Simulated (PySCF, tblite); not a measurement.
Bond stretch in AlH, singlet.

- RCCSD(T) = CCSD(T) on RHF/6-31G, 5 core orbitals frozen (PySCF 2.14.0)
- UMP2 = PySCF with MP2 on UHF/6-31G, 5 core orbitals frozen
- GFN2-xTB, 300 K electronic temperature (tblite)
- UCCSD = CCSD on UHF/6-31G, 5 core orbitals frozen run with PySCF 2.14.0

Energies are in mEh, each relative to the lowest point of its own curve near equilibrium.

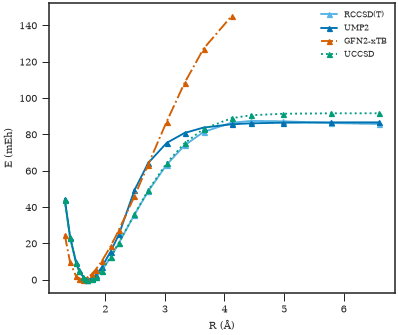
Fig. 1. Energy against bond length for each method.

```csv
R / Å,RCCSD(T),UMP2,GFN2-xTB,UCCSD
1.32,43.8,44.5,24.9,43.8
1.41,23.1,23.6,9.6,23.1
1.51,9.3,9.6,2.0,9.3
1.56,5.1,5.3,0.4,5.1
1.63,1.5,1.6,0.0,1.5
1.66,0.6,0.7,0.3,0.6
1.70,0.0,0.0,1.0,0.0
1.78,0.3,0.8,3.3,0.3
1.84,1.5,2.5,5.6,1.5
1.94,5.0,6.8,10.1,5.0
2.09,12.3,15.5,18.4,12.4
2.23,20.4,25.0,27.5,20.5
2.49,35.8,49.3,46.0,36.1
2.72,48.7,64.2,63.4,49.2
3.03,63.3,75.3,87.0,64.2
3.33,73.9,80.8,108.3,75.1
3.65,81.4,83.8,127.2,83.0
4.12,86.4,85.6,145.1,88.9
4.45,87.4,86.1,—,90.6
4.99,87.2,86.5,—,91.4
5.79,86.3,86.6,—,91.6
6.59,85.7,86.6,—,91.6
```

At the longest distance, 6.59 Å, UCCSD lies highest above its minimum (91.6 mEh) and RCCSD(T) lowest (85.7 mEh).

Dashes: no converged value, or the column stops at the first point that the program doubted or that broke a chosen test of continuity, which isn't proof of a fault.

The T1 diagnostic of CCSD on the restricted reference of RCCSD(T) exceeds 0.045 at 3.03 to 6.59 Å. The unrestricted determinant behind UMP2, UCCSD is spin-contaminated at 1.32 to 1.63, 2.49 to 6.59 Å (<S²> up to 1.0, against 0.00 for a pure singlet).
